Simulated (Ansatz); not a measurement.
A series of calculations on GeH2ClF

## 1. Relaxation

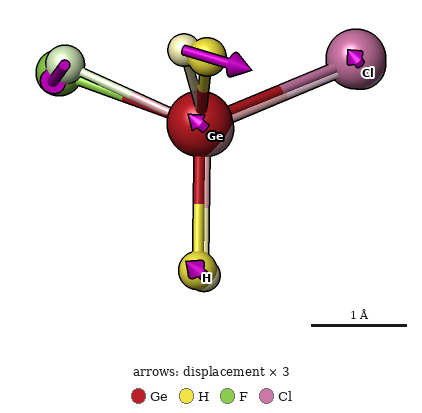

This is a relaxation of GeH$_{2}$ClF. The starting structure is drawn faded, the final one solid; purple arrows show the displacements, 3 times their true length. The two geometries are superimposed by the best rigid fit.

Style: ball-and-stick. Shown at a tilt.

The run prepares an end point of a later path (reaction) calculation, from a guessed geometry.

Theory: Ansatz 0.2.0, RKS PBE/def2-SVP. Set-up: no spin polarisation; force threshold 0.03 eV/Å; at most 50 steps.

Question: Describe the change and its energy.

Answer: The atom that moves furthest after the best rigid fit is an H atom (0.28 Å). Largest moves by element: H 0.28 Å, F 0.27 Å, Ge 0.09 Å, Cl 0.08 Å. Some distances before and after: F–Ge 1.708 → 1.753 Å, Ge–H 1.529 → 1.544 Å. Bond angles that change, for instance: H–Ge–F 84.2° → 107.1°, H–Ge–H 124.2° → 117.3°, H–Ge–Cl 114.9° → 108.9°. The energy falls by 9.15 kcal/mol in 4 geometry steps. Largest force component: 1.8 eV/Å at the start, 0.0066 eV/Å at the end.

## 2. Relaxation

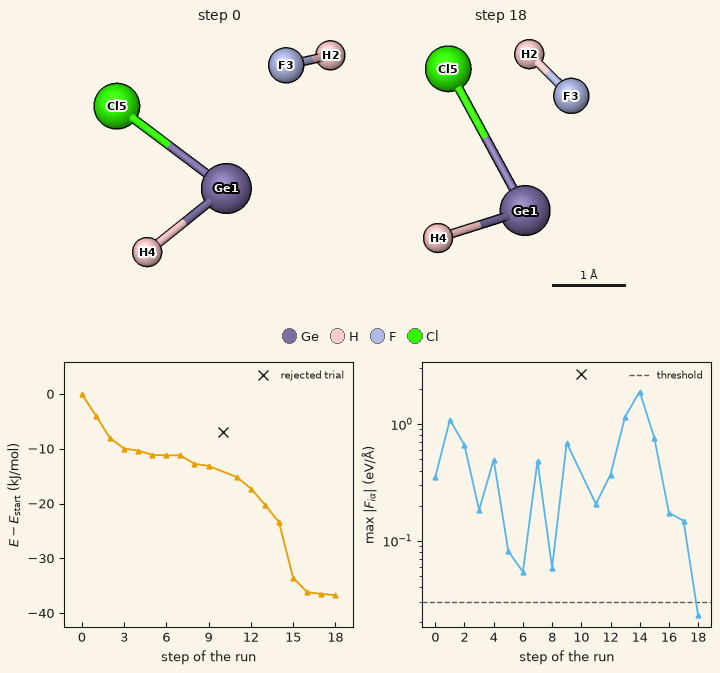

First and last geometry of a relaxation of GeH$_{2}$ClF, with the history of the run. The picture is a ball-and-stick view, seen from a free direction.

The run prepares an end point of a later path (reaction) calculation, from a guessed geometry.

Computed with RKS PBE/def2-SVP (Ansatz 0.2.0).

Input
```yaml
crystal:
  periodic: [false, false, false]
  atoms:
    - { symbol: Ge, position_ang: [-0.779517, 0.086605, 0.259235] }
    - { symbol: H, position_ang: [1.619416, -0.238037, 1.56904] }
    - { symbol: F, position_ang: [2.025797, 0.208445, 0.857892] }
    - { symbol: H, position_ang: [-0.774115, 1.115692, -0.991849] }
    - { symbol: Cl, position_ang: [-1.09118, -1.719406, -0.986318] }
basis:
  gaussian: { orbitals: def2-SVP }
hamiltonian:
  xc: pbe
relax:
  f_tol: 0.03
  max_steps: 50
output:
  orbitals: {}
```

Command:
```bash
ansatz run input.yaml --threads 1 --pin off --max-ram 2048MiB --backend cpu --events-out ev --progress --plain --runs-dir out
```

Q: Did the run converge, and what did it change?

A: It converged. H2 moves most after the best rigid fit: 1.20 Å. Largest moves by element: H 1.20 Å, Cl 1.03 Å, F 0.70 Å, Ge 0.40 Å. Near-neighbour distances that change, for instance: H2–Cl5 4.009 → 2.006 Å, Ge1–F3 2.871 → 2.271 Å, Ge1–Cl5 2.216 → 2.326 Å, H2–F3 0.933 → 0.980 Å. Among the angles between lasting bonds that change: H4–Ge1–Cl5 94.8° → 92.8°. After 17 accepted moves (18 points after the start) the energy has fallen by 36.7 kJ/mol. The largest force component goes from 0.35 to 0.023 eV/Å. The line search rejected the trial step at point 10 of the run. Cost: 35 s on 1 thread of Arm Neoverse V1, on a shared host, peak memory 0.14 GiB.

```tsv
step	E − E(0), kJ/mol	largest force component, eV/Å	note
0	0.00	0.3519	
1	-3.95	1.0895	
2	-8.04	0.6593	
3	-9.96	0.1835	
4	-10.33	0.4967	
5	-11.11	0.0816	
6	-11.20	0.0543	
7	-11.21	0.4842	
8	-12.74	0.0590	
9	-13.15	0.6912	
10	-6.87	2.6980	rejected
11	-15.16	0.2069	
12	-17.26	0.3696	
13	-20.19	1.1579	
14	-23.40	1.8990	
15	-33.53	0.7643	
16	-36.17	0.1739	
17	-36.50	0.1488	
18	-36.71	0.0230
```

Limits of the set-up: the start holds two separate molecules, 2.8 Å apart at their closest, whose relative position is a soft coordinate and is computed without a dispersion correction.

## 3. Path

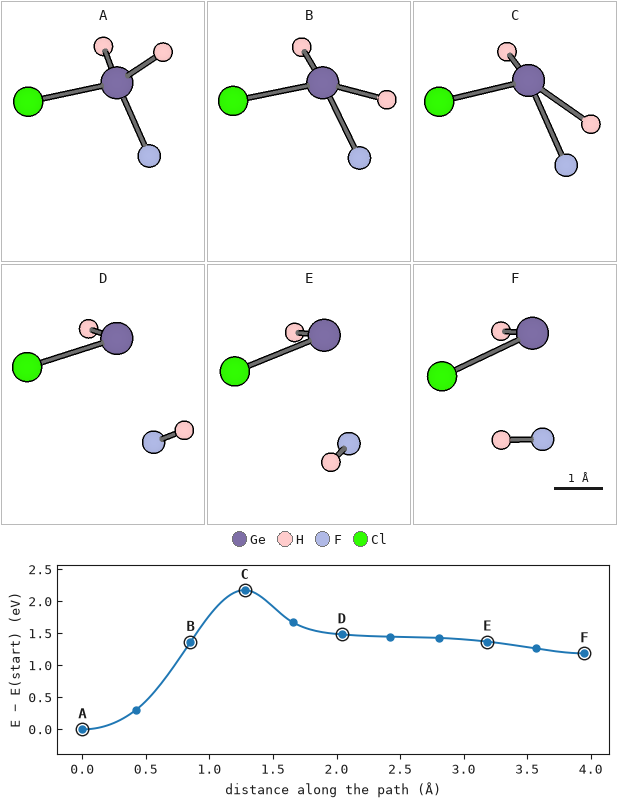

NEB run on GeH₂ClF. Images are numbered from 0 (start) to 10 (end). Frames A to F are images 0, 2, 3, 5, 8, 10. Style: ball-and-stick. Shown at a tilt.

Method: RKS PBE/def2-SVP (Ansatz). Settings: 9 movable images; climbing image; force threshold 0.05 eV/Å; iteration limit 60; starting path through a guess of the saddle point.

Read off the barrier and say what moves.

Answer. The highest point, image 3, lies 2.18 eV above the start and 0.99 eV above the end; the end is at +1.19 eV relative to the start. A hydrogen atom shifts from one atom to another. Breaking: Ge–H (1.54 → 2.36 Å). Forming: F–H (2.65 → 0.98 Å). The band is converged.

The run took 3.1 min on 1 thread of Arm Neoverse V1 (shared host), peak memory 0.13 GiB.
